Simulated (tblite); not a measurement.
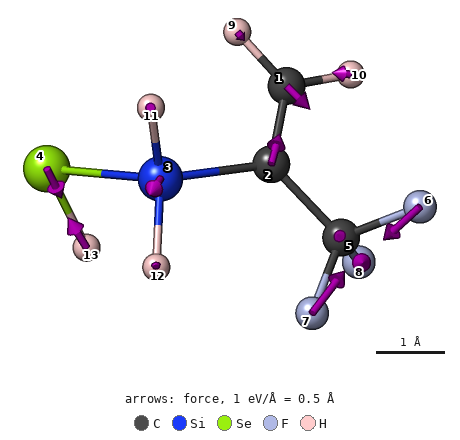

Starting geometry of C3H5F3SeSi with the computed forces as purple arrows. A ball-and-stick model, seen at a tilt.

Level of theory: GFN2-xTB geometry optimisation, gas phase in tblite. 

### Is this structure relaxed? If not, where do the atoms go?

It isn't relaxed: the largest force vector, on F7, is 1.93 eV/Å. The final displacements have little in common with the starting forces (cosine between the two patterns 0.25). F8 moves most after the best rigid fit: 1.66 Å. By element the largest moves are F 1.66 Å, H 1.26 Å, Se 0.89 Å, C 0.78 Å, Si 0.25 Å. Near-neighbour distances that change, for instance: Se4–H13 1.541 → 1.436 Å, C5–F6 1.388 → 1.348 Å, C5–F8 1.374 → 1.338 Å, C2–Si3 1.867 → 1.894 Å. Bond angles that change, for instance: Si3–C2–C5 122.2° → 111.8°, C1–C2–Si3 117.8° → 127.4°, Si3–Se4–H13 90.7° → 97.0°. Groups turn about C2–C5 by about 65°, C2–Si3 by about 55°. After 186 geometry steps the energy has fallen by 0.415 eV. The run took 2.3 s on 1 thread of Arm Neoverse N1, on a shared host.
